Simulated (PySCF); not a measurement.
SMILES [OH][Zn][SeH], CAM-B3LYP/def2-SVP optimised geometry. Atoms within 1.6 Å of the plane z = 0.0 Å (x, y, z in Å): Zn1 (0.03, 0.34, 0.00), O2 (1.80, 0.34, 0.00), H3 (2.23, -0.50, -0.18), Se4 (-2.23, 0.50, 0.00), H5 (-2.29, 0.23, 1.44).

Calculation: CAM-B3LYP/def2-TZVP (PySCF). Cells within 0.4 Å of a nucleus heavier than hydrogen are left out (blank, or x).

Map of the electron localisation function on the plane z = 0.0 Å:

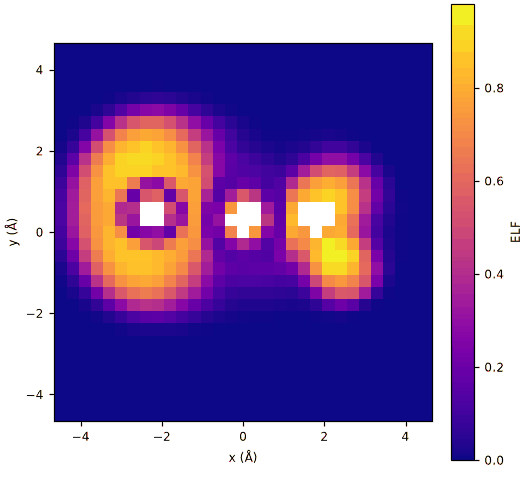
Figure. Electron localisation function on the plane z = 0.0 Å.
